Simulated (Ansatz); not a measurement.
```yaml
crystal:
  lattice:
    - [-0.03292, 4.00555, 0.01848]
    - [-3.99241, 0.03180, 0.42835]
    - [-0.87701, 0.03515, 6.91853]
  atoms:
    - { symbol: K, position: [0.15528, 0.11070, 0.02913] }
    - { symbol: As, position: [0.76436, 0.88119, 0.63609] }
    - { symbol: H, position: [0.65305, 0.61593, 0.00160] }
    - { symbol: H, position: [0.35325, 0.50647, 0.28899] }
    - { symbol: H, position: [0.19049, 0.48244, 0.35084] }
    - { symbol: H, position: [0.78360, 0.49829, 0.63816] }
    - { symbol: H, position: [0.76546, 0.98083, 0.40333] }
    - { symbol: H, position: [0.38112, 0.89085, 0.64158] }
```

Space group P1; a structure from a database of computed crystals, not necessarily the ambient phase; started from the AlSiNi6-123 prototype, which need not be the ambient phase; changed on purpose from its base cell (shaken).

Computed with DFT, PBEsol, plane waves, PAW in Ansatz 0.2.0.

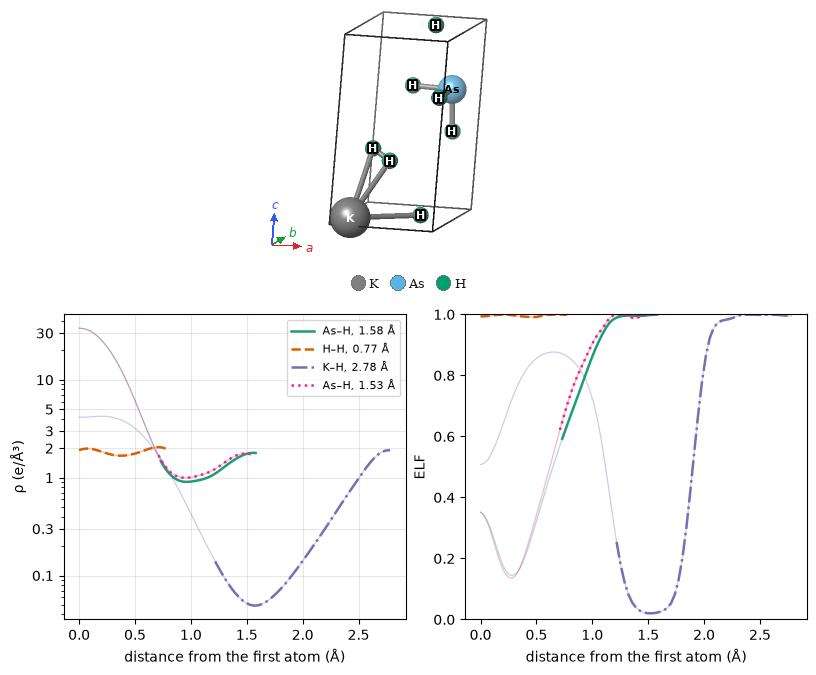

KAsH$_{6}$. Valence electron density and electron localisation function along straight lines between neighbouring atoms. Thin, pale parts lie inside the atomic spheres. The structure is drawn too.

Core electrons are frozen (PAW), and the valence fields are smoothed inside the atomic spheres.

Q: Compare the contacts.

A: As–H (1.58 Å): the density is about 1.2 e/Å³ at the midpoint; the ELF climbs to about 1 towards the hydrogen, as it does in any bond to H.
H–H (0.77 Å): ρ is about 1.7 e/Å³ halfway; the ELF peaks at about 1 between the atoms.
K–H (2.78 Å): ρ is about 0.07 e/Å³ halfway; the ELF climbs to about 1 towards the hydrogen.
As–H (1.53 Å): the density is about 1.3 e/Å³ at the midpoint; the ELF climbs to about 1 towards the hydrogen.
